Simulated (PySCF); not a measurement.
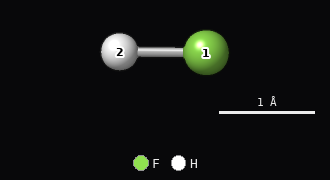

Fig. 1: The structure (ball-and-stick view, seen on its broad side; atoms are numbered from 1 in the order of the input). Bond lengths as drawn: F–H 0.92 Å.

Single-point calculation, with input and output: HF

System: HF, multiplicity 3.
Method: wB97X-V/6-31G*, UKS (PySCF 2.14.0).

The geometry is that of the parent species in another charge or spin state. The geometry comes from this level: PBE0-D4/def2-TZVP.

What the program printed
```
PySCF version 2.14.0

[INPUT] num. atoms = 2
[INPUT] num. electrons = 10
[INPUT] charge = 0
[INPUT] spin (= nelec alpha-beta = 2S) = 2
[INPUT] symmetry False subgroup None
[INPUT] Mole.unit = angstrom
[INPUT] Symbol           X                Y                Z      unit          X                Y                Z       unit  Magmom
[INPUT]  1 F     -0.390000000000   0.144600000000  -0.196400000000 AA   -0.736993188580   0.273254397612  -0.371142210865 Bohr   0.0
[INPUT]  2 H      0.390000000000  -0.144600000000   0.196400000000 AA    0.736993188580  -0.273254397612   0.371142210865 Bohr   0.0

nuclear repulsion = 5.17695231349631
number of shells = 8
number of NR pGTOs = 31
number of NR cGTOs = 16
basis = 6-31g*
ecp = {}

******** <class 'pyscf.dft.uks.UKS'> ********
method = UKS
initial guess = minao
damping factor = 0
level_shift factor = 0
DIIS = <class 'pyscf.scf.diis.CDIIS'>
diis_start_cycle = 1
diis_space = 8
diis_damp = 0
SCF conv_tol = 1e-10
SCF conv_tol_grad = None
SCF max_cycles = 50
direct_scf = True
direct_scf_tol = 1e-13
number electrons alpha = 6  beta = 4
XC library pyscf.dft.libxc version 7.0.0
    S. Lehtola, C. Steigemann, M. J.T. Oliveira, and M. A.L. Marques.,  SoftwareX 7, 1–5 (2018)
XC functionals = wb97x-v
    N. Mardirossian and M. Head-Gordon.,  Phys. Chem. Chem. Phys. 16, 9904-9924 (2014)
radial grids:
    Treutler-Ahlrichs [JCP 102, 346 (1995); DOI:10.1063/1.469408] (M4) radial grids

becke partition: Becke, JCP 88, 2547 (1988); DOI:10.1063/1.454033
pruning grids: <function nwchem_prune>
grids dens level: 5
symmetrized grids: False
atomic radii adjust function: <function treutler_atomic_radii_adjust>
** Following is NLC and NLC Grids **
NLC functional = wb97x-v
radial grids:
    Treutler-Ahlrichs [JCP 102, 346 (1995); DOI:10.1063/1.469408] (M4) radial grids

becke partition: Becke, JCP 88, 2547 (1988); DOI:10.1063/1.454033
pruning grids: <function nwchem_prune>
grids dens level: 1
symmetrized grids: False
atomic radii adjust function: <function treutler_atomic_radii_adjust>
small_rho_cutoff = 0
Set gradient conv threshold to 1e-05
tot grids = 67424
tot grids = 7776
init E= -100.248195466275
  alpha nocc = 6  HOMO = 0.0996151929156661  LUMO = 0.905440029546225

WARN: beta  nocc = 4  HOMO -0.576094998182241 >= LUMO -0.576094974101089

WARN: HOMO 0.0996151929156661 >= LUMO -0.576094974101089

cycle= 1 E= -99.9803865747215  delta_E= 0.268  |g|= 0.172  |ddm|= 2.23
  alpha nocc = 6  HOMO = -0.160192807996842  LUMO = 0.909602140796077
  beta  nocc = 4  HOMO = -0.732784747397549  LUMO = -0.328652463004342

WARN: HOMO -0.160192807996842 >= LUMO -0.328652463004342

cycle= 2 E= -99.9893926374903  delta_E= -0.00901  |g|= 0.0997  |ddm|= 0.228
  alpha nocc = 6  HOMO = -0.149572544431257  LUMO = 0.937023786494828
  beta  nocc = 4  HOMO = -0.673025200143234  LUMO = -0.268856802679098

WARN: HOMO -0.149572544431257 >= LUMO -0.268856802679098

cycle= 3 E= -99.9923903172703  delta_E= -0.003  |g|= 0.0105  |ddm|= 0.083
  alpha nocc = 6  HOMO = -0.149827713753883  LUMO = 0.940249077469504
  beta  nocc = 4  HOMO = -0.673850519993049  LUMO = -0.268684880750512

WARN: HOMO -0.149827713753883 >= LUMO -0.268684880750512

cycle= 4 E= -99.9924682540469  delta_E= -7.79e-05  |g|= 0.00157  |ddm|= 0.0134
  alpha nocc = 6  HOMO = -0.150328646260892  LUMO = 0.940008087933607
  beta  nocc = 4  HOMO = -0.673458755980207  LUMO = -0.268422907269725

WARN: HOMO -0.150328646260892 >= LUMO -0.268422907269725

cycle= 5 E= -99.9924702475047  delta_E= -1.99e-06  |g|= 0.000295  |ddm|= 0.00233
  alpha nocc = 6  HOMO = -0.150298831015815  LUMO = 0.940166448864418
  beta  nocc = 4  HOMO = -0.673360673478697  LUMO = -0.268391398139773

WARN: HOMO -0.150298831015815 >= LUMO -0.268391398139773

cycle= 6 E= -99.9924703330453  delta_E= -8.55e-08  |g|= 4.06e-05  |ddm|= 0.00055
  alpha nocc = 6  HOMO = -0.150304670011786  LUMO = 0.940176787110489
  beta  nocc = 4  HOMO = -0.673348487937036  LUMO = -0.268382037671258

WARN: HOMO -0.150304670011786 >= LUMO -0.268382037671258

cycle= 7 E= -99.9924703342991  delta_E= -1.25e-09  |g|= 6.32e-06  |ddm|= 5.82e-05
  alpha nocc = 6  HOMO = -0.150304440821685  LUMO = 0.940179912287012
  beta  nocc = 4  HOMO = -0.673348504154523  LUMO = -0.268381606117215

WARN: HOMO -0.150304440821685 >= LUMO -0.268381606117215

cycle= 8 E= -99.9924703343368  delta_E= -3.77e-11  |g|= 7.99e-07  |ddm|= 1.12e-05
  alpha nocc = 6  HOMO = -0.150304404537198  LUMO = 0.940180284095101
  beta  nocc = 4  HOMO = -0.67334826971345  LUMO = -0.26838133295423

WARN: HOMO -0.150304404537198 >= LUMO -0.26838133295423

Extra cycle  E= -99.9924703343373  delta_E= -5.83e-13  |g|= 3.3e-07  |ddm|= 1.11e-06
converged SCF energy = -99.9924703343373  <S^2> = 2.0012003  2S+1 = 3.0008001
E(WB97X-V) = -99.992470334
```

The run was set up as follows.

Input (calc.py)
```python
from pyscf import gto, dft

system = gto.Mole()
system.atom = [
    ('F', (-0.390000, 0.144600, -0.196400)),
    ('H', (0.390000, -0.144600, 0.196400)),
]
system.spin = 2
system.verbose = 4
system.basis = '6-31g*'
system.max_memory = 1860
system.charge = 0
system.build()

mf = dft.UKS(system, xc='wb97x-v')
mf.grids.level = 5
mf.conv_tol = 1e-10
mf.nlcgrids.level = 1
mf.kernel()
if not mf.converged:
    mf = mf.newton().run(mf.mo_coeff, mf.mo_occ)

energy = mf.e_tot
print('E(%s) = %.9f' % ('WB97X-V', energy))
```

Launch command:
```bash
OMP_NUM_THREADS=1 python calc.py
```

Results in brief

| quantity | value |
| --- | --- |
| outcome | converged |
| total energy | −99.992470 hartree |
| basis functions | 16 |
| ⟨S²⟩ | 2.001 |
| dipole moment | 2.28 D |
| hardware | 1 thread of Arm Neoverse V1, 24 GiB of memory available, shared host |
| wall time | 3.9 s |
| peak memory | 0.17 GiB |

Notes

The record of the run, not the program, notes: logged alpha LUMO and gap are faulty.
